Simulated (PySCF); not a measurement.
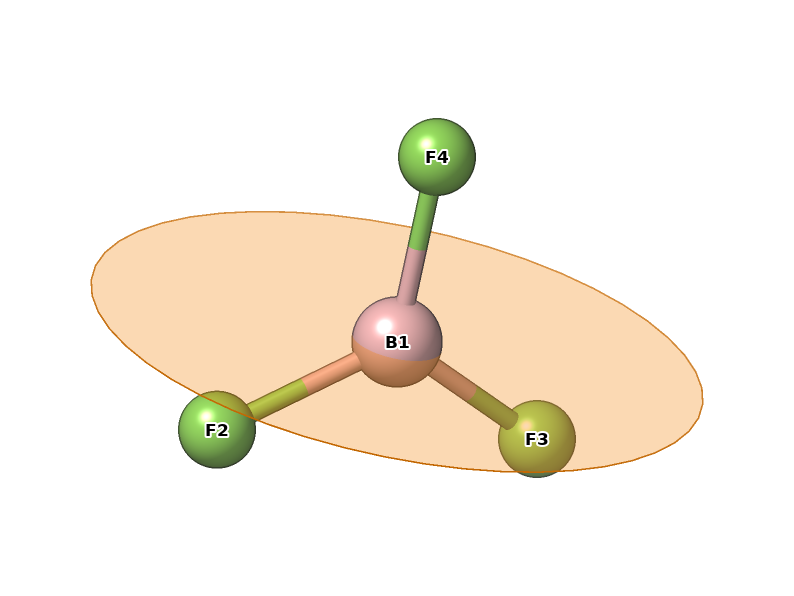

A disc through the centre of mass is drawn in. Depth is shown by fading: the farther an atom, the more it takes the colour of the background. Computed geometry: PBE0-D4/def2-TZVP optimisation. No frequency run is at hand to confirm it as a minimum.

> Is the plane of the disc a mirror plane of the structure?

No. The point group is D3h, with 1 C3 axis, 3 C2 axes, 1 S3 axis and 4 mirror planes, and this plane isn't one of its mirror planes.
